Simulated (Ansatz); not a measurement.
Take BN in the h-BN type structure (space group P6_3/mmc, No. 194; a = 2.5006 Å, c = 6.5259 Å; layered, stacked along the Cartesian z axis) as the base.

The change: a hydrostatic pressure of 30 GPa.

All numbers come from r2SCAN+rVV10 (Ansatz, a program for electronic structure; PAW; 500 eV plane waves; no SOC).

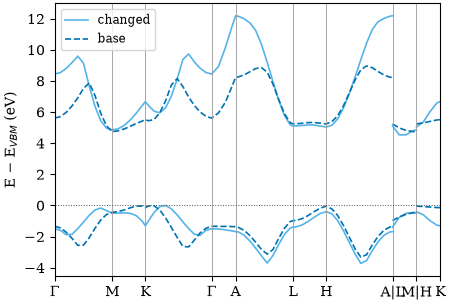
Figure: Highest valence and lowest conduction band along the path, each from its own valence-band maximum

The gap is 4.53 eV, indirect, K–Γ (30 % along) → L–M (29 % along); the base has 4.74 eV.

From pressure 30 GPa on, the axis ratios lie over 15 % from the base's, so the cell there is far from its starting form. Load acts through the strain it causes; cell and atoms are relaxed under it. Stability against distortions was not tested. Competing high-pressure phases were not computed.
